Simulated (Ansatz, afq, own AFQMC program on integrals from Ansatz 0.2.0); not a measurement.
# NHO (singlet): quantum Monte Carlo beside coupled cluster at scale of all distances = 1.278, cc-pVDZ, part 2 of 2

Ansatz 0.2.0, Gaussian basis, and an in-house AFQMC program (afq) on its integrals; all values are calculated; cc-pVDZ, frozen cores. Earlier steps stand in the parts before.

## (13) CCSDT(Q) on UHF

in.yaml

```yaml
crystal:
  periodic: [false, false, false]
  atoms:
    - {symbol: N, position_ang: [0.000000, -0.171145, 0.752086]}
    - {symbol: O, position_ang: [0.000000, 0.085427, -0.746744]}
    - {symbol: H, position_ang: [0.000000, 1.022282, 1.402078]}
basis:
  gaussian: {orbitals: cc-pVDZ}
magnetization: {spin_polarized: true, initial_magnetization: 0}
correlation: {method: ccsdt_q, electrons: outside_noble_gas}
```

Run with:

```sh
$ ansatz run in.yaml --threads 1 --pin off --events-out ev --progress --plain --max-ram 1382MiB
```

Output (excerpt; [...] marks lines left out):

```text
Functional definition: HF
  name "HF"
  cite "Fock, Z. Phys. 61, 126 (1930) doi:10.1007/BF01340294"
  parent pbe
[...]
567 factors; integrals over basis functions are off by at most 1.7e-7 eV
[...]
mean field -3529.64243711 eV, -129.7119670862 hartree, gradient 1.4e-9 eV, S^2 1.083748; 23 other end points of the search recorded, 0 dependent functions left out
determinant -3529.64243711 eV, -129.7119670862 hartree, with singles and doubles -3538.74812141 eV, -130.0465948121 hartree
determinant -3529.64241525 eV, -129.7119662829 hartree, with singles and doubles -3538.74146737 eV, -130.0463502806 hartree
determinant -3529.64238137 eV, -129.7119650378 hartree, with singles and doubles -3538.75828294 eV, -130.0469682416 hartree
determinant -3529.62313547 eV, -129.7112577639 hartree, with singles and doubles -3538.45304645 eV, -130.0357510074 hartree
[...]
determinant -3529.64241525 eV, -129.7119662829 hartree, with singles and doubles -3538.94835001 eV, -130.0539530774 hartree
determinant -3529.64238137 eV, -129.7119650378 hartree, with singles and doubles -3538.94907305 eV, -130.0539796487 hartree
determinant -3529.62313547 eV, -129.7112577639 hartree, with singles and doubles -3538.48332398 eV, -130.0368636863 hartree
[...]
2 core orbitals not correlated: weight in the atoms' cores, before any rotation towards them, 1.000 or more for the frozen orbitals, at most 0.000 for the correlated occupied ones
reference -3529.64238137 eV, -129.7119650378 hartree; 6, 6 occupied and 25, 25 virtual orbitals, 567 factors
second order -7.68130163 eV of doubles, -0.00000000 eV of singles
cycle   1  -8.17833982 eV  change   -5.0e-1 eV  update   1.1e-1
[...]
cycle  33  -9.96625599 eV  change   -4.0e-7 eV  update   1.6e-7
perturbative correction -0.14187457 eV, -0.0052137942 hartree
Total energy: -3539.75051193 eV, -130.0834319843 hartree
```

Wall time 23 s (1 thread of Arm Neoverse V1, shared host); peak memory 0.27 GiB.

From the report: ⟨S²⟩ of the determinant 1.077 (pure singlet: 0.00); correlation -10.1081 eV; T1 0.114; largest double amplitude 0.44. The determinant is far from a pure spin state, so its energy mixes those of several spin states (harmless only where they are near-degenerate, as at dissociation).

## (14) Phaseless AFQMC, CISD trial on UHF

It reads the integrals that the CCSD(T) run on this determinant wrote.

Run with:

```sh
$ afq ham --method phaseless --trial cisd --walkers 60 --populations 1 --least-time 40 --time-step 0.005 --steps-per-block 50 --equilibration-blocks 40 --max-blocks 300 --target-error 0.00084 --factor-cut 1e-05 --start spin_pure --seed 7970 --release-times 0.24,0.51,0.99,1.62,2.4 --release-step 0.03 --release-every 4 --taylor-order 6
```

Output:

```text
orbitals 31  electrons 6 6  factors 222 of 316
reference energy -129.71196437 Eh
CCSD correlation -0.34201425 Eh in 20 cycles, weight of the determinant in the CISD state 0.6861
energy of the start -129.955214 Eh
 block  time / (1/Eh)  mean weight  energy / Eh
     1     0.250  1.0010  -130.008209
     2     0.500  0.9992  -130.038415
     3     0.750  1.0038  -130.069377
     4     1.000  0.9998  -130.079548
     5     1.250  1.0018  -130.076539
     6     1.500  1.0031  -130.089371
     7     1.750  0.9984  -130.075756
     8     2.000  1.0005  -130.088163
     9     2.250  1.0004  -130.062271
    10     2.500  1.0017  -130.059509
    17     4.250  1.0005  -130.088835
    25     6.250  1.0042  -130.096965
    33     8.250  1.0007  -130.085545
    41    10.250  0.9940  -130.080788
    49    12.250  1.0005  -130.084453
    57    14.250  1.0009  -130.054490
    65    16.250  0.9998  -130.116408
    73    18.250  1.0004  -130.092960
    81    20.250  0.9968  -130.108686
    89    22.250  1.0013  -130.092829
    97    24.250  0.9988  -130.095046
   105    26.250  1.0004  -130.078877
   113    28.250  1.0023  -130.078682
   121    30.250  1.0026  -130.133773
   129    32.250  0.9987  -130.062377
   137    34.250  1.0007  -130.075561
   145    36.250  0.9978  -130.078353
   153    38.250  1.0011  -130.064487
   161    40.250  1.0015  -130.064361
   169    42.250  0.9957  -130.074685
   177    44.250  0.9998  -130.078632
   185    46.250  1.0011  -130.064184
   193    48.250  1.0002  -130.096900
   201    50.250  0.9978  -130.063428
   209    52.250  1.0028  -130.075159
   217    54.250  1.0027  -130.073031
   225    56.250  1.0001  -130.090272
   233    58.250  0.9999  -130.057952
   241    60.250  1.0025  -130.074649
   249    62.250  0.9977  -130.072899
   257    64.250  1.0007  -130.095734
   265    66.250  1.0001  -130.063879
   273    68.250  0.9930  -130.081478
   281    70.250  0.9971  -130.071866
   289    72.250  1.0020  -130.057692
   297    74.250  0.9991  -130.101062
   305    76.250  1.0000  -130.062148
   313    78.250  0.9976  -130.067666
   321    80.250  0.9983  -130.068832
   329    82.250  1.0030  -130.065025
   337    84.250  1.0009  -130.075519
blocks merged  error / Eh  count
     1  0.000920  300
     2  0.001127  150
     4  0.001266  75
     8  0.001327  37
    16  0.001564  18
    32  0.001631  9
released: time / (1/Eh)  energy / Eh  error  mean overlap
  0.24  -130.080656  0.002423  0.9907
  0.51  -130.082653  0.001947  0.9911
  0.99  -130.080732  0.002289  1.0180
  1.62  -130.085080  0.002862  0.9982
  2.40  -130.086841  0.003437  0.9724
energy -130.079638 +/- 0.001564 Eh
```

Wall time 5.5 min (1 thread of Arm Neoverse V1, shared host).

Energy -3539.6473 ± 0.0425 eV. Caveats: constraint bias not in the error; error above the target; large difference.

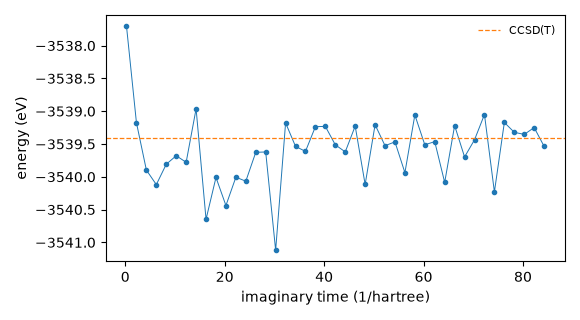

Block energies along the walk.

## (15) Phaseless AFQMC, single-determinant trial on UHF

It reads the integrals that the CCSD(T) run on this determinant wrote.

Run with:

```sh
$ afq ham --method phaseless --trial hf --walkers 120 --populations 1 --least-time 40 --time-step 0.005 --steps-per-block 20 --equilibration-blocks 160 --max-blocks 600 --target-error 0.00252 --factor-cut 1e-05 --start spin_pure --seed 2118 --taylor-order 6
```

Output:

```text
orbitals 31  electrons 6 6  factors 222 of 316
reference energy -129.71196437 Eh
CCSD correlation -0.34201425 Eh in 20 cycles, weight of the determinant in the CISD state 0.6861
energy of the start -129.736655 Eh
 block  time / (1/Eh)  mean weight  energy / Eh
     1     0.100  1.0011  -129.835393
     2     0.200  1.0025  -129.893556
     3     0.300  1.0021  -129.946569
     4     0.400  1.0005  -129.976295
     5     0.500  1.0012  -130.028948
     6     0.600  1.0017  -130.034720
     7     0.700  1.0025  -130.050432
     8     0.800  0.9985  -130.040051
     9     0.900  1.0020  -130.040889
    10     1.000  0.9991  -130.065898
    20     2.000  0.9997  -130.072789
    39     3.900  0.9991  -130.044267
    58     5.800  1.0050  -130.269488
    77     7.700  0.9977  -130.092376
    96     9.600  0.9980  -130.071293
   115    11.500  0.9982  -130.054351
   134    13.400  0.9993  -130.140369
   153    15.300  0.9990  -130.038782
   172    17.200  0.9996  -130.129913
   191    19.100  1.0010  -130.027893
   210    21.000  0.9996  -130.164280
   229    22.900  1.0002  -130.062161
   248    24.800  0.9996  -130.096976
   267    26.700  1.0032  -130.084551
   286    28.600  1.0016  -130.113276
   305    30.500  1.0025  -130.069876
   324    32.400  0.9985  -130.068827
   343    34.300  1.0026  -130.112967
   362    36.200  0.9978  -130.083194
   381    38.100  0.9998  -130.105093
   400    40.000  1.0008  -130.079832
   419    41.900  0.9986  -130.054930
   438    43.800  1.0013  -130.169434
   457    45.700  0.9994  -130.099589
   476    47.600  0.9987  -130.033362
   495    49.500  0.9984  -130.058877
   514    51.400  1.0018  -130.080101
   533    53.300  1.0018  -130.078674
   552    55.200  1.0019  -130.098048
   571    57.100  0.9999  -130.078697
   590    59.000  1.0029  -130.198866
   609    60.900  1.0023  -130.068660
   628    62.800  1.0002  -130.110759
   647    64.700  0.9998  -130.088813
   666    66.600  1.0026  -130.056088
   685    68.500  1.0037  -130.090704
   704    70.400  1.0020  -130.055299
   723    72.300  0.9997  -130.041195
   742    74.200  1.0022  -130.077428
blocks merged  error / Eh  count
     1  0.001254  600
     2  0.001656  300
     4  0.002060  150
     8  0.002453  75
    16  0.003050  37
    32  0.003021  18
    64  0.003668  9
energy -130.080938 +/- 0.003050 Eh
```

Run time: 3.7 min. Hardware: 1 thread of Arm Neoverse V1, shared host.

Energy -3539.6826 ± 0.0830 eV. Caveats: constraint bias not in the error; large difference.

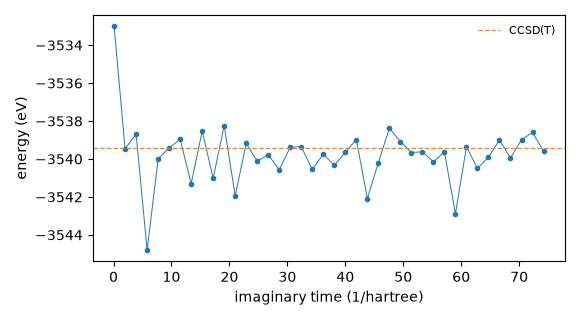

Block energies along the walk.

## (16) AFQMC on the ladder

On the RHF determinant, counted from CCSDT(Q) (a yardstick, not exact):

```tsv
level	energy (eV)	from CCSDT(Q) (kJ/mol)	statistical error (kJ/mol)	time
HF	-3527.3516	+1196.6		
MP2	-3538.9331	+79.1		
CCSD	-3538.9213	+80.3		
CCSD(T)	-3539.6568	+9.3		
CCSDT(Q)	-3539.7531	0.0		
Phaseless AFQMC, CISD trial, step 0.005, 60 walkers	-3539.5448	+20.1	3.7	2.5 min
```

On the UHF determinant, counted from CCSDT(Q) (a yardstick, not exact):

```tsv
level	energy (eV)	from CCSDT(Q) (kJ/mol)	statistical error (kJ/mol)	time
HF	-3529.6424	+975.3		
MP2	-3537.3237	+234.2		
CCSD	-3538.9490	+77.3		
CCSD(T)	-3539.4075	+33.1		
CCSDT(Q)	-3539.7505	0.0		
Phaseless AFQMC, CISD trial, step 0.005, 60 walkers	-3539.6473	+10.0	4.1	5.5 min
Phaseless AFQMC, single-determinant trial, step 0.005, 120 walkers	-3539.6826	+6.5	8.0	3.7 min
```

The functionals' totals stand on their own zeros and serve differences with other points: PBE -3544.406 eV; r2SCAN -3545.953 eV; PBE0 -3543.625 eV; B3LYP -3547.651 eV; wB97M-V -3546.345 eV; B2PLYP -3544.305 eV.

## (17) Results

This closing draws on all 2 parts.

| quantity | value |
| --- | --- |
| CCSD(T) on RHF from CCSDT(Q) | +9.3 kJ/mol |
| Phaseless AFQMC, CISD trial on RHF from CCSDT(Q) | +20.1 ± 3.7 kJ/mol |
| CCSD(T) on UHF from CCSDT(Q) | +33.1 kJ/mol |
| Phaseless AFQMC, CISD trial on UHF from CCSDT(Q) | +10.0 ± 4.1 kJ/mol |
| Phaseless AFQMC, single-determinant trial on UHF from CCSDT(Q) | +6.5 ± 8.0 kJ/mol |

In words: On RHF the phaseless walk with the CISD trial lies +20.1 kJ/mol from CCSDT(Q), 5 times its error bar. On UHF the phaseless walk with the CISD trial lies +10.0 kJ/mol from CCSDT(Q), within three error bars. Error bars are statistical and leave out the constraint, the time step and what remains of the start.
